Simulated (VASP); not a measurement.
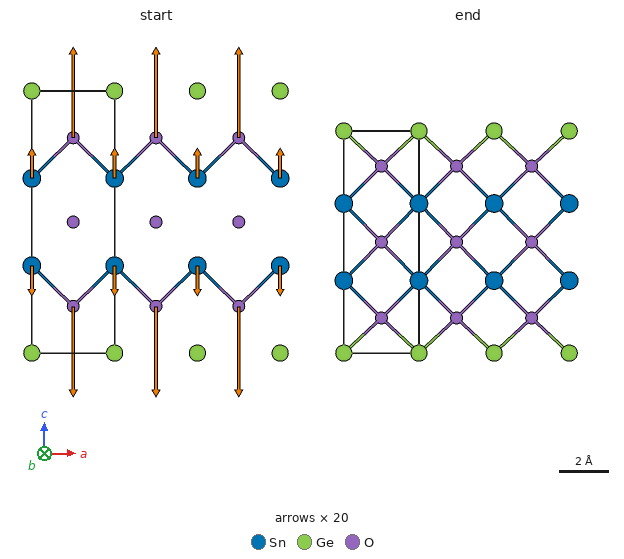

The structure of solid Sn2GeO3 (a generated structure, set up in P4/mmm) before (left) and after (right) a relaxation, at one scale. The orange arrows give the displacements (the part carried along by the change of the cell is left out), 20 times their true length.

The picture is a ball-and-stick view of the cell of the calculation, repeated 3 × 1 × 1 with one cell outlined, seen along the b axis.

The run lets cell and atoms move.

The calculation used Kohn-Sham DFT of a periodic cell, PBE, VASP PAW PBE potentials, recommended in VASP.

The input:
```
PREC = Normal ; ENCUT = 520
EDIFF = 1E-4 ; ISMEAR = 0
SIGMA = 0.15 ; LREAL = False
LASPH = True ; NELM = 60
ALGO = Fast ; ISIF = 3
LWAVE = False ; LCHARG = False
GGA = PE ; IBRION = 2
NSW = 24 ; EDIFFG = -0.08
KPAR = 2
```

Run as
```bash
cat potpaw_PBE.64/Sn_d/POTCAR potpaw_PBE.64/Ge_d/POTCAR potpaw_PBE.64/O/POTCAR > POTCAR
mpirun -np 2 vasp_std > vasp.out
```

### Summarise the run.

Over 7 geometry steps the energy falls by 2.870 eV per cell of the calculation. The largest force component goes from 0.18 to 0.079 eV/Å. Pressure: −16.22 GPa at the start and −0.15 GPa at the end. The largest moves relative to the cell, 0.19 Å, are those of O atoms. Largest moves by element: O 0.19 Å, Sn 0.06 Å. Ge stays in place. Cell: a = b 3.393 → 3.079 Å (−9.2 %), c 10.743 → 9.104 Å (−15.3 %). Volume −30.2 %. Among the contacts that change: Ge–O 3.073 → 2.610 Å, O–Sn 2.993 → 2.690 Å, O–Sn 2.919 → 2.663 Å. The space group stays P4/mmm (No. 123). The volume changes by over a tenth within one run on a fixed set of plane waves, so the end point should be relaxed again from the new cell.

Limits of the set-up: layers or molecules are held without a dispersion correction, so their spacing is unreliable.
